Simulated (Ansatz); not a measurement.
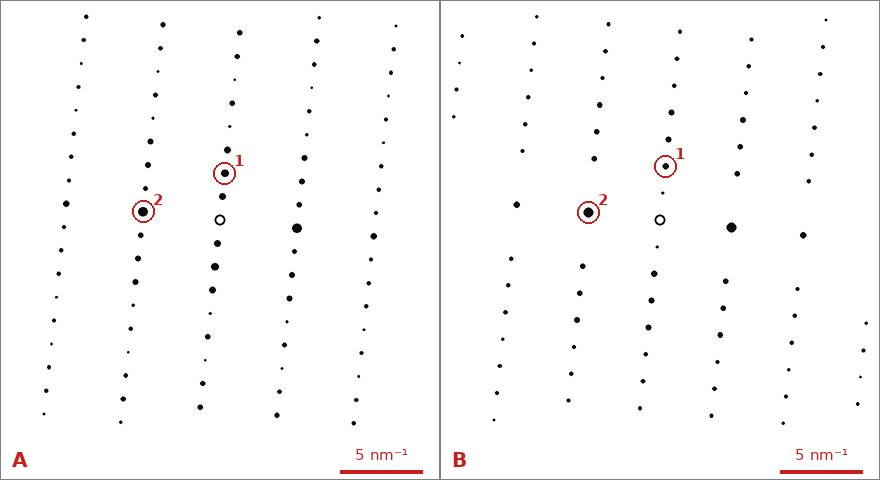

Kinematic electron diffraction patterns (300 kV, B = 0.5 Å², same scale) along [110] of the run's own cell, for the start and the end of one relaxation of Cd2As2F with DFT, PAW plane waves, pbe (Ansatz 0.2.0). k mesh 6×6×4. The start is a generated model structure, and the relaxation ends in the nearest stationary point of its symmetry, not necessarily the ground state. Spot 1 is 0 0 -2 and spot 2 is -1 1 0 in both.

Start structure:

```yaml
crystal:
  lattice:
    - [2.10843, 3.65190, 0.00000]
    - [-2.10843, 3.65190, 0.00000]
    - [0.00000, 0.00000, 6.93213]
  atoms:
    - { symbol: Cd, position: [0.33330, 0.33340, 0.63690] }
    - { symbol: Cd, position: [0.66670, 0.66660, 0.36310] }
    - { symbol: F, position: [0.00000, 0.00000, 0.00000] }
    - { symbol: As, position: [0.33330, 0.33340, 0.24050] }
    - { symbol: As, position: [0.66670, 0.66660, 0.75950] }
```

**Which pattern belongs to the start structure, and which to the relaxed one?**

A is the start: its cell gives d(1) = 3.466 Å, d(2) = 2.108 Å and an angle of 90.0°. B is the relaxed structure, with d(1) = 3.014 Å (-13.0 %), d(2) = 2.264 Å (+7.4 %) and 90.0°.

**Name reflections whose intensity changes strongly on relaxation.**

1 -1 1 fades out of sight; 0 0 1 goes from 23 to 0.23 % of the strongest spot; 0 0 4 goes from 0.41 to 15 % of the strongest spot; 1 -1 -4 goes from 0.29 to 9.9 % of the strongest spot.

**Summarise the relaxation behind the change.**

The volume changed by +0.3 % to 21.41 Å³ an atom; with the mean shift removed, the atoms moved by up to 0.99 Å relative to the cell (As most); the space group stayed P-3m1 (No. 164); the free energy fell by 250 meV an atom. Relaxed cell: a = 4.528 Å, b = 4.528 Å, c = 6.029 Å, α = 90.00°, β = 90.00°, γ = 60.00°.
